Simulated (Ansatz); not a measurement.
Base system: HfO2 in the CdI2 type structure (space group P-3m1, No. 164; a = 3.240 Å, c = 4.663 Å; a hypothetical phase, not in the database extracts checked; layered, stacked along the Cartesian z axis).

Perturbation: a free-standing slab of 3 layers (9 atoms, 3 a layer) is cut normal to the stacking axis, with 15 Å of vacuum and the in-plane cell relaxed.

The values are results of Ansatz (an electronic-structure program), PBE-D3(BJ), PAW, cutoff 420 eV, without spin-orbit coupling, earlier PAW set, not measurements.

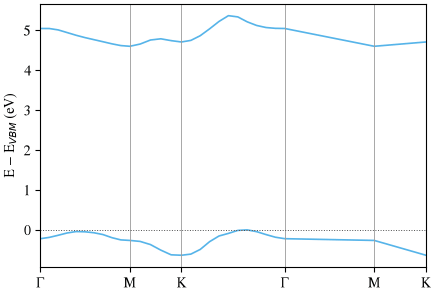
Figure: Highest valence and lowest conduction band along the path of the changed cell's own zone

Task: From the figure, how large is the changed gap, and is it direct?

Result: About 4.6 eV, indirect, K–Γ (64 % along) → M.

Spin-orbit coupling, missing from the scalar runs, can matter with Hf. Semilocal Kohn–Sham gaps tend to fall short of experiment. No phonon test of stability was made.
